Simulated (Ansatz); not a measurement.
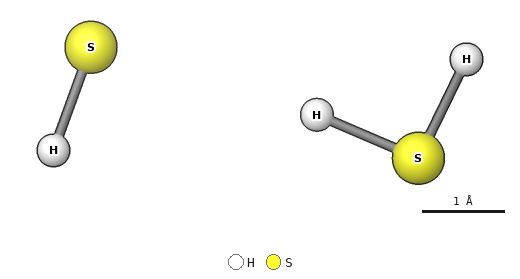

Figure 1. The starting structure (ball-and-stick view, seen on its broad side).

## Nudged elastic band of H$_{3}$S$_{2}$ (part 1 of 2)

System: H$_{3}$S$_{2}$, multiplicity 2.
Method: UKS B3LYP/def2-mTZVP (Ansatz 0.2.0).

The run did not end well. One setting was made poor on purpose. It belongs to a series of runs on one base structure; here: band between the two ends.

Log
```
Engine: ansatz 0.2.0, x86_64-unknown-linux-gnu
Functional definition: B3LYP
  parameter a0 = 0.2
  parameter ax = 0.72
  parameter ac = 0.81
  exchange = (1 - a0 - ax)*slater_x + ax*b88_x + a0*exact_x
  correlation = (1 - ac)*vwn_rpa_c + ac*lyp_c
518 factors; integrals over basis functions are off by at most 5.0e-4 eV
mean field evaluation 1: about -21718.9052 eV, gradient 1.0e1 eV
mean field evaluation 2: about -21719.0584 eV, gradient 9.8e0 eV
mean field evaluation 4: about -21719.5330 eV, gradient 3.5e-1 eV
mean field evaluation 8: about -21719.5322 eV, gradient 7.4e-3 eV
mean field evaluation 16: about -21719.5322 eV, gradient 5.2e-4 eV
mean field evaluation 32: about -21712.6457 eV, gradient 1.9e1 eV
mean field -21719.53220208 eV, -798.1780863986 hartree, gradient 5.3e-8 eV, S^2 0.752850; 5 other end points of the search recorded, 0 dependent functions left out
the calculation of the forces begins
reference -21719.53243547 eV, -798.1780949755 hartree; 18, 17 occupied and 35, 36 virtual orbitals, 518 factors
518 factors; integrals over basis functions are off by at most 6.8e-4 eV
mean field evaluation 64: about -21719.5323 eV, gradient 1.2e-4 eV
mean field -21719.53230926 eV, -798.1780903375 hartree, gradient 4.2e-8 eV, S^2 0.752851; 3 other end points of the search recorded, 0 dependent functions left out
[... from here on the field's lines of each further geometry are left out, up to the last ...]
NEB iter   1: max|band force component| = 2.655e0 eV/Å  barrier→ = 0.7181 eV  barrier← = 0.7182 eV  Δτ_max = 0.0200 Å  (1752 SCF iters)
NEB iter   2: max|band force component| = 2.424e0 eV/Å  barrier→ = 0.6437 eV  barrier← = 0.6438 eV  Δτ_max = 0.0200 Å  (558 SCF iters)
NEB iter   3: max|band force component| = 2.168e0 eV/Å  barrier→ = 0.5929 eV  barrier← = 0.5930 eV  Δτ_max = 0.0200 Å  (585 SCF iters)
NEB iter   4: max|band force component| = 1.956e0 eV/Å  barrier→ = 0.5614 eV  barrier← = 0.5615 eV  Δτ_max = 0.0200 Å  (473 SCF iters)
NEB iter   5: max|band force component| = 1.769e0 eV/Å  barrier→ = 0.5310 eV  barrier← = 0.5311 eV  Δτ_max = 0.0200 Å  (445 SCF iters)
NEB iter   6: max|band force component| = 1.552e0 eV/Å  barrier→ = 0.5017 eV  barrier← = 0.5018 eV  Δτ_max = 0.0200 Å  (515 SCF iters)
NEB iter   7: max|band force component| = 1.311e0 eV/Å  barrier→ = 0.4728 eV  barrier← = 0.4729 eV  Δτ_max = 0.0200 Å  (642 SCF iters)
NEB iter   8: max|band force component| = 1.051e0 eV/Å  barrier→ = 0.4440 eV  barrier← = 0.4441 eV  Δτ_max = 0.0186 Å  (649 SCF iters)
NEB iter   9: max|band force component| = 7.977e-1 eV/Å  barrier→ = 0.4169 eV  barrier← = 0.4170 eV  Δτ_max = 0.0200 Å  (618 SCF iters)
NEB iter  10: max|band force component| = 5.701e-1 eV/Å  barrier→ = 0.3896 eV  barrier← = 0.3897 eV  Δτ_max = 0.0104 Å  (512 SCF iters)
NEB iter  11: max|band force component| = 4.973e-1 eV/Å  barrier→ = 0.3750 eV  barrier← = 0.3751 eV  CI = image 5  Δτ_max = 0.0195 Å  (598 SCF iters)
NEB iter  12: max|band force component| = 3.525e-1 eV/Å  barrier→ = 0.3532 eV  barrier← = 0.3533 eV  CI = image 5  Δτ_max = 0.0200 Å  (541 SCF iters)
NEB iter  13: max|band force component| = 2.296e-1 eV/Å  barrier→ = 0.3386 eV  barrier← = 0.3387 eV  CI = image 5  Δτ_max = 0.0036 Å  (515 SCF iters)
NEB iter  14: max|band force component| = 2.088e-1 eV/Å  barrier→ = 0.3363 eV  barrier← = 0.3364 eV  CI = image 5  Δτ_max = 0.0069 Å  (606 SCF iters)
NEB iter  15: max|band force component| = 1.726e-1 eV/Å  barrier→ = 0.3324 eV  barrier← = 0.3325 eV  CI = image 5  Δτ_max = 0.0096 Å  (591 SCF iters)
NEB iter  16: max|band force component| = 1.637e-1 eV/Å  barrier→ = 0.3278 eV  barrier← = 0.3279 eV  CI = image 5  Δτ_max = 0.0113 Å  (518 SCF iters)
NEB iter  17: max|band force component| = 1.647e-1 eV/Å  barrier→ = 0.3230 eV  barrier← = 0.3231 eV  CI = image 5  Δτ_max = 0.0134 Å  (560 SCF iters)
NEB iter  18: max|band force component| = 1.442e-1 eV/Å  barrier→ = 0.3182 eV  barrier← = 0.3183 eV  CI = image 5  Δτ_max = 0.0156 Å  (564 SCF iters)
NEB iter  19: max|band force component| = 1.241e-1 eV/Å  barrier→ = 0.3132 eV  barrier← = 0.3133 eV  CI = image 5  Δτ_max = 0.0193 Å  (638 SCF iters)
NEB iter  20: max|band force component| = 1.410e-1 eV/Å  barrier→ = 0.3075 eV  barrier← = 0.3076 eV  CI = image 5  Δτ_max = 0.0200 Å  (411 SCF iters)
NEB iter  21: max|band force component| = 1.441e-1 eV/Å  barrier→ = 0.3029 eV  barrier← = 0.3030 eV  CI = image 5  Δτ_max = 0.0036 Å  (411 SCF iters)
NEB iter  22: max|band force component| = 1.315e-1 eV/Å  barrier→ = 0.3024 eV  barrier← = 0.3025 eV  CI = image 5  Δτ_max = 0.0069 Å  (496 SCF iters)
NEB iter  23: max|band force component| = 1.264e-1 eV/Å  barrier→ = 0.3016 eV  barrier← = 0.3017 eV  CI = image 5  Δτ_max = 0.0100 Å  (537 SCF iters)
NEB iter  24: max|band force component| = 1.307e-1 eV/Å  barrier→ = 0.3003 eV  barrier← = 0.3004 eV  CI = image 5  Δτ_max = 0.0128 Å  (514 SCF iters)
NEB iter  25: max|band force component| = 1.275e-1 eV/Å  barrier→ = 0.2985 eV  barrier← = 0.2986 eV  CI = image 5  Δτ_max = 0.0154 Å  (408 SCF iters)
NEB iter  26: max|band force component| = 1.240e-1 eV/Å  barrier→ = 0.2961 eV  barrier← = 0.2962 eV  CI = image 5  Δτ_max = 0.0180 Å  (385 SCF iters)
NEB iter  27: max|band force component| = 1.290e-1 eV/Å  barrier→ = 0.2930 eV  barrier← = 0.2931 eV  CI = image 5  Δτ_max = 0.0200 Å  (387 SCF iters)
NEB iter  28: max|band force component| = 1.369e-1 eV/Å  barrier→ = 0.2892 eV  barrier← = 0.2893 eV  CI = image 5  Δτ_max = 0.0039 Å  (388 SCF iters)
NEB iter  29: max|band force component| = 1.372e-1 eV/Å  barrier→ = 0.2884 eV  barrier← = 0.2885 eV  CI = image 5  Δτ_max = 0.0079 Å  (417 SCF iters)
NEB iter  30: max|band force component| = 1.380e-1 eV/Å  barrier→ = 0.2867 eV  barrier← = 0.2868 eV  CI = image 5  Δτ_max = 0.0119 Å  (570 SCF iters)
NEB iter  31: max|band force component| = 1.399e-1 eV/Å  barrier→ = 0.2842 eV  barrier← = 0.2843 eV  CI = image 5  Δτ_max = 0.0160 Å  (450 SCF iters)
NEB iter  32: max|band force component| = 1.425e-1 eV/Å  barrier→ = 0.2808 eV  barrier← = 0.2809 eV  CI = image 5  Δτ_max = 0.0199 Å  (375 SCF iters)
NEB iter  33: max|band force component| = 1.442e-1 eV/Å  barrier→ = 0.2766 eV  barrier← = 0.2768 eV  CI = image 5  Δτ_max = 0.0200 Å  (380 SCF iters)
NEB iter  34: max|band force component| = 1.425e-1 eV/Å  barrier→ = 0.2727 eV  barrier← = 0.2728 eV  CI = image 5  Δτ_max = 0.0039 Å  (421 SCF iters)
NEB iter  35: max|band force component| = 1.398e-1 eV/Å  barrier→ = 0.2720 eV  barrier← = 0.2721 eV  CI = image 5  Δτ_max = 0.0077 Å  (395 SCF iters)
NEB iter  36: max|band force component| = 1.346e-1 eV/Å  barrier→ = 0.2707 eV  barrier← = 0.2708 eV  CI = image 5  Δτ_max = 0.0113 Å  (323 SCF iters)
NEB iter  37: max|band force component| = 1.276e-1 eV/Å  barrier→ = 0.2688 eV  barrier← = 0.2689 eV  CI = image 5  Δτ_max = 0.0147 Å  (329 SCF iters)
NEB iter  38: max|band force component| = 1.219e-1 eV/Å  barrier→ = 0.2665 eV  barrier← = 0.2666 eV  CI = image 5  Δτ_max = 0.0178 Å  (375 SCF iters)
NEB iter  39: max|band force component| = 1.192e-1 eV/Å  barrier→ = 0.2640 eV  barrier← = 0.2641 eV  CI = image 5  Δτ_max = 0.0200 Å  (433 SCF iters)
NEB iter  40: max|band force component| = 1.160e-1 eV/Å  barrier→ = 0.2615 eV  barrier← = 0.2616 eV  CI = image 5  Δτ_max = 0.0030 Å  (432 SCF iters)
NEB iter  41: max|band force component| = 1.141e-1 eV/Å  barrier→ = 0.2612 eV  barrier← = 0.2613 eV  CI = image 5  Δτ_max = 0.0060 Å  (431 SCF iters)
NEB iter  42: max|band force component| = 1.125e-1 eV/Å  barrier→ = 0.2606 eV  barrier← = 0.2607 eV  CI = image 5  Δτ_max = 0.0090 Å  (416 SCF iters)
NEB iter  43: max|band force component| = 1.127e-1 eV/Å  barrier→ = 0.2598 eV  barrier← = 0.2599 eV  CI = image 5  Δτ_max = 0.0119 Å  (415 SCF iters)
NEB iter  44: max|band force component| = 1.126e-1 eV/Å  barrier→ = 0.2589 eV  barrier← = 0.2590 eV  CI = image 5  Δτ_max = 0.0148 Å  (426 SCF iters)
NEB iter  45: max|band force component| = 1.095e-1 eV/Å  barrier→ = 0.2578 eV  barrier← = 0.2579 eV  CI = image 5  Δτ_max = 0.0177 Å  (405 SCF iters)
NEB iter  46: max|band force component| = 1.047e-1 eV/Å  barrier→ = 0.2567 eV  barrier← = 0.2568 eV  CI = image 5  Δτ_max = 0.0200 Å  (404 SCF iters)
NEB iter  47: max|band force component| = 1.008e-1 eV/Å  barrier→ = 0.2556 eV  barrier← = 0.2557 eV  CI = image 5  Δτ_max = 0.0032 Å  (407 SCF iters)
NEB iter  48: max|band force component| = 1.000e-1 eV/Å  barrier→ = 0.2555 eV  barrier← = 0.2556 eV  CI = image 5  Δτ_max = 0.0063 Å  (420 SCF iters)
NEB iter  49: max|band force component| = 9.907e-2 eV/Å  barrier→ = 0.2552 eV  barrier← = 0.2553 eV  CI = image 5  Δτ_max = 0.0094 Å  (397 SCF iters)
NEB iter  50: max|band force component| = 9.770e-2 eV/Å  barrier→ = 0.2549 eV  barrier← = 0.2550 eV  CI = image 5  Δτ_max = 0.0125 Å  (465 SCF iters)
NEB iter  51: max|band force component| = 9.479e-2 eV/Å  barrier→ = 0.2544 eV  barrier← = 0.2545 eV  CI = image 5  Δτ_max = 0.0154 Å  (440 SCF iters)
NEB iter  52: max|band force component| = 9.066e-2 eV/Å  barrier→ = 0.2539 eV  barrier← = 0.2540 eV  CI = image 5  Δτ_max = 0.0182 Å  (453 SCF iters)
NEB iter  53: max|band force component| = 8.690e-2 eV/Å  barrier→ = 0.2533 eV  barrier← = 0.2534 eV  CI = image 5  Δτ_max = 0.0200 Å  (411 SCF iters)
NEB iter  54: max|band force component| = 8.429e-2 eV/Å  barrier→ = 0.2527 eV  barrier← = 0.2528 eV  CI = image 5  Δτ_max = 0.0032 Å  (370 SCF iters)
NEB iter  55: max|band force component| = 8.485e-2 eV/Å  barrier→ = 0.2526 eV  barrier← = 0.2527 eV  CI = image 5  Δτ_max = 0.0064 Å  (387 SCF iters)
NEB iter  56: max|band force component| = 8.532e-2 eV/Å  barrier→ = 0.2524 eV  barrier← = 0.2525 eV  CI = image 5  Δτ_max = 0.0096 Å  (313 SCF iters)
NEB iter  57: max|band force component| = 8.455e-2 eV/Å  barrier→ = 0.2522 eV  barrier← = 0.2523 eV  CI = image 5  Δτ_max = 0.0127 Å  (466 SCF iters)
NEB iter  58: max|band force component| = 8.264e-2 eV/Å  barrier→ = 0.2518 eV  barrier← = 0.2520 eV  CI = image 5  Δτ_max = 0.0158 Å  (399 SCF iters)
NEB iter  59: max|band force component| = 8.084e-2 eV/Å  barrier→ = 0.2514 eV  barrier← = 0.2516 eV  CI = image 5  Δτ_max = 0.0189 Å  (437 SCF iters)
the calculation of the forces begins
reference -21719.52178562 eV, -798.1777036009 hartree; 18, 17 occupied and 35, 36 virtual orbitals, 518 factors
these checks for a lower state are left out or cut short: starts, cluster_reference, orbital_swaps, neighbouring_geometries, increment
518 factors; integrals over basis functions are off by at most 6.9e-4 eV
mean field evaluation 6240: about -21719.5276 eV, gradient 1.6e-4 eV
mean field -21719.52761800 eV, -798.1779179370 hartree, gradient 4.9e-6 eV, S^2 0.752858; 0 other end points of the search recorded, 0 dependent functions left out
the calculation of the forces begins
reference -21719.52784696 eV, -798.1779263511 hartree; 18, 17 occupied and 35, 36 virtual orbitals, 518 factors
NEB iter  60: max|band force component| = 7.814e-2 eV/Å  barrier→ = 0.2510 eV  barrier← = 0.2511 eV  CI = image 5  Δτ_max = 0.0200 Å  (339 SCF iters)
```

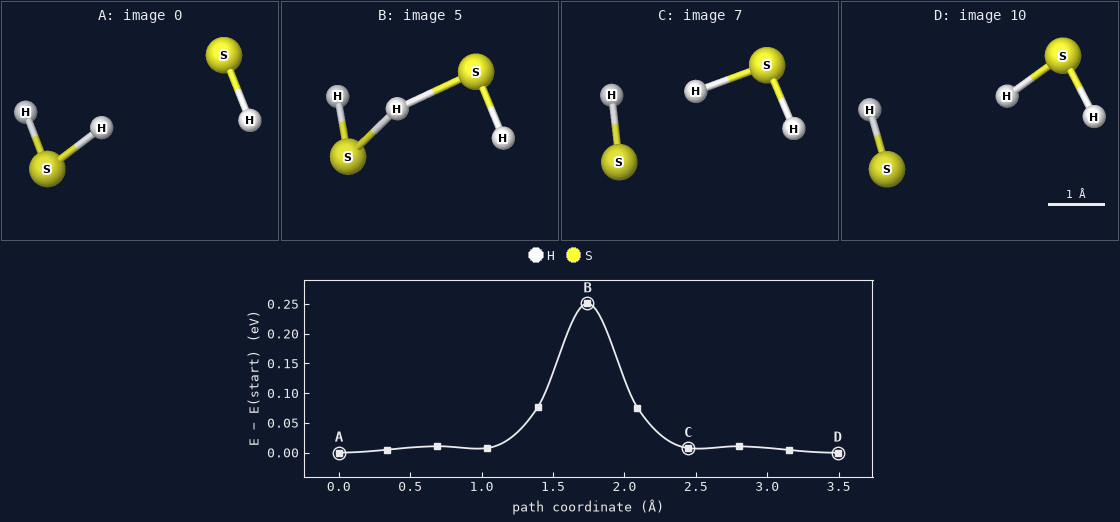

Figure 2. Images of the last band (counted from 0; ball-and-stick, seen at an oblique angle) above the energy along the path; the line is a cubic interpolation that uses the forces. The highest image is number 5, 0.251 eV above the start and 0.251 eV above the end (the climbing image); start and end have the same energy. The path is 3.49 Å long. The band had not converged after 60 iterations.
